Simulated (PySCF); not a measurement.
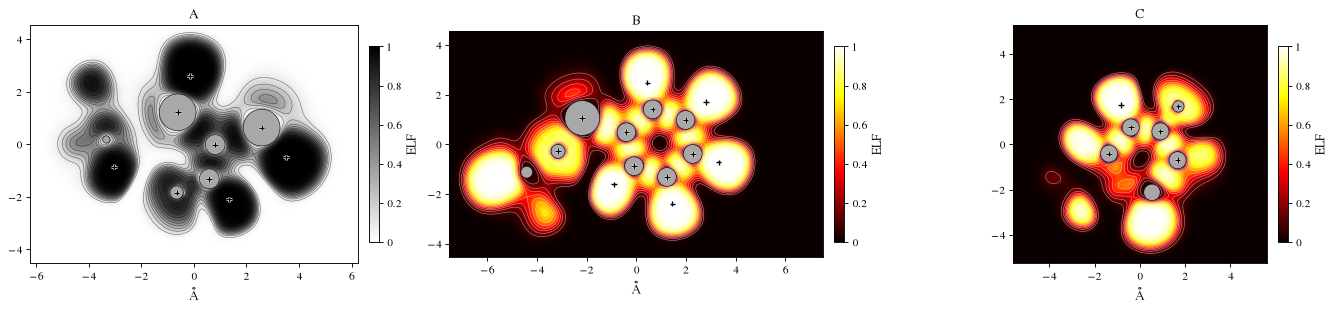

The electron localisation function of 3 systems, each on a plane through atoms (crosses mark nuclei in the plane; grey discs cover the cores).

The calculation used PBE0/pcSseg-1, SCF density, gas phase, non-relativistic in PySCF.

System 1: C4H9FS2Si2 (SMILES F/C=C(/[SiH3])[SiH]1SCCS1), the plane of atoms C3, Si4 and H11. Geometry: GFN2-xTB.

```yaml
atoms:
  - { symbol: F, position_ang: [-0.2397, 2.0289, 0.9555] }
  - { symbol: C, position_ang: [-1.4344, 1.4773, 0.6693] }
  - { symbol: C, position_ang: [-1.5525, 0.2856, 0.1074] }
  - { symbol: Si, position_ang: [-3.2626, -0.4172, -0.2539] }
  - { symbol: Si, position_ang: [-0.0299, -0.7317, -0.3330] }
  - { symbol: S, position_ang: [1.4496, 0.3060, -1.4947] }
  - { symbol: C, position_ang: [2.5999, 0.5397, -0.0962] }
  - { symbol: C, position_ang: [2.7214, -0.7270, 0.7164] }
  - { symbol: S, position_ang: [1.1098, -1.2152, 1.4231] }
  - { symbol: H, position_ang: [-2.2403, 2.1386, 0.9566] }
  - { symbol: H, position_ang: [-4.2717, 0.5503, 0.1739] }
  - { symbol: H, position_ang: [-3.3530, -0.6629, -1.6926] }
  - { symbol: H, position_ang: [-3.3948, -1.6725, 0.4835] }
  - { symbol: H, position_ang: [-0.3774, -1.9377, -1.0686] }
  - { symbol: H, position_ang: [3.5607, 0.8119, -0.5322] }
  - { symbol: H, position_ang: [2.2283, 1.3653, 0.5106] }
  - { symbol: H, position_ang: [3.0853, -1.5546, 0.1066] }
  - { symbol: H, position_ang: [3.3924, -0.5785, 1.5621] }
```

System 2: C6H10OSi2 (SMILES [SiH3]O[SiH2]c1ccccc1), the plane of atoms Si3, C4 and C5. Geometry: PBE0-D3(BJ)/def2-SVP.

```yaml
atoms:
  - { symbol: Si, position_ang: [3.6314, -0.9341, 0.1966] }
  - { symbol: O, position_ang: [2.3278, -0.0197, 0.6460] }
  - { symbol: Si, position_ang: [1.4428, 1.3739, 0.4914] }
  - { symbol: C, position_ang: [-0.3420, 0.8990, 0.1998] }
  - { symbol: C, position_ang: [-0.7200, -0.4493, 0.1442] }
  - { symbol: C, position_ang: [-2.0497, -0.8084, -0.0739] }
  - { symbol: C, position_ang: [-3.0210, 0.1775, -0.2381] }
  - { symbol: C, position_ang: [-2.6607, 1.5244, -0.1835] }
  - { symbol: C, position_ang: [-1.3315, 1.8795, 0.0346] }
  - { symbol: H, position_ang: [4.4461, -0.2120, -0.8277] }
  - { symbol: H, position_ang: [3.1506, -2.2251, -0.3776] }
  - { symbol: H, position_ang: [4.4775, -1.2153, 1.3924] }
  - { symbol: H, position_ang: [1.5809, 2.1834, 1.7391] }
  - { symbol: H, position_ang: [1.9719, 2.1835, -0.6510] }
  - { symbol: H, position_ang: [0.0390, -1.2253, 0.2755] }
  - { symbol: H, position_ang: [-2.3292, -1.8642, -0.1153] }
  - { symbol: H, position_ang: [-4.0633, -0.1032, -0.4088] }
  - { symbol: H, position_ang: [-3.4198, 2.3000, -0.3111] }
  - { symbol: H, position_ang: [-1.0661, 2.9412, 0.0747] }
```

System 3: C5H9FO2Si (SMILES CO[C@H]1C=C(F)C[SiH2]O1), the plane of atoms C4, C5 and C7. Geometry: GFN2-xTB.

```xyz
18

C     2.4320   -0.9177   -0.0456
O     1.1804   -0.8430   -0.6958
C     0.7443    0.4623   -0.9396
C    -0.4523    0.3795   -1.8411
C    -1.6659    0.1314   -1.3748
F    -2.6964    0.0933   -2.2599
C    -2.0813   -0.1095    0.0280
Si   -0.7444    0.5602    1.2154
O     0.4444    1.1242    0.2533
H     3.2217   -0.4958   -0.6775
H     2.4134   -0.3842    0.9089
H     2.6217   -1.9750    0.1236
H     1.5457    1.0495   -1.4210
H    -0.2860    0.5142   -2.8969
H    -3.0605    0.3469    0.1808
H    -2.2206   -1.1845    0.1628
H    -0.2896   -0.5253    2.0872
H    -1.1154    1.7796    1.9159
```

Which map belongs to which system?

Answer. Panel A is system 1, C4H9FS2Si2: the plane holds F, C, Si and H. C–C (1.32 Å): the ELF peaks at about 0.90 between the atoms; a multiple bond. Panel B is system 2, C6H10OSi2: the plane holds O, Si, C and H. C–C (1.39 Å): the ELF peaks at about 0.95 between the atoms (a covalent bond). Panel C is system 3, C5H9FO2Si: the plane holds C, F and H. C–C (1.32 Å): the ELF peaks at about 0.90 between the atoms (a short, multiple covalent bond).
